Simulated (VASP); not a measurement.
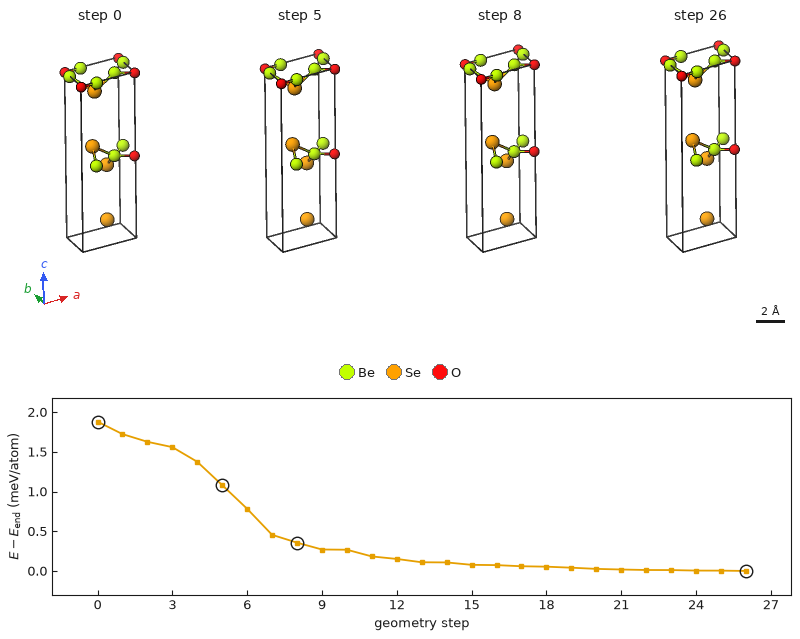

Frames of a relaxation of a crystal of Be$_{3}$Se$_{2}$O (a generated structure, set up in P1), marked on the history of the run. The picture is a ball-and-stick view of the cell of the calculation, seen slightly off an axis.

The run lets cell and atoms move.

These are results of Kohn-Sham DFT of a periodic cell, PBE, VASP PAW PBE potentials, recommended in VASP, not measurements.

Input file:
```
SYSTEM = Be3Se2O
PREC = Accurate
ENCUT = 520
EDIFF = 1E-6
ISMEAR = 0
SIGMA = 0.03
LREAL = .False.
LASPH = .True.
NELM = 120
ALGO = Normal
ISIF = 3
LWAVE = .False.
LCHARG = .False.
GGA = PE
IBRION = 2
NSW = 90
EDIFFG = -0.01
```

Run as
```bash
cat potpaw_PBE.64/Be/POTCAR potpaw_PBE.64/Se/POTCAR potpaw_PBE.64/O/POTCAR > POTCAR
mpirun -np 8 vasp_std > vasp.out
```

Question: What happens along the run?

Answer: Over 26 geometry steps the energy falls by 1.9 meV per atom. The largest force component goes from 0.023 to 0.0087 eV/Å. The pressure goes from 0.18 to −0.01 GPa. The atom that moves furthest relative to the cell is a Se atom (0.058 Å along [−1 0 −1]). By element the largest moves are Se 0.058 Å, O 0.006 Å, Be 0.005 Å. Cell: a 5.319 → 5.308 Å (−0.2 %), b 5.319 → 5.307 Å (−0.2 %), c 12.212 → 13.018 Å (+6.6 %), α 86.8° → 86.1°, β 85.2° → 84.2°. Volume +5.9 %. The space group stays P1 (No. 1). From step 0 to 5: volume +2.0 %, energy −0.8 meV per atom. From step 5 to 8: a Se atom moves most (0.02 Å), volume +1.5 %, energy −0.7 meV per atom. From step 8 to 26: Se atoms move most (0.04 Å), volume +2.4 %, energy −0.4 meV per atom.

Limits of the set-up: layers or molecules are held without a dispersion correction, so their spacing is unreliable.
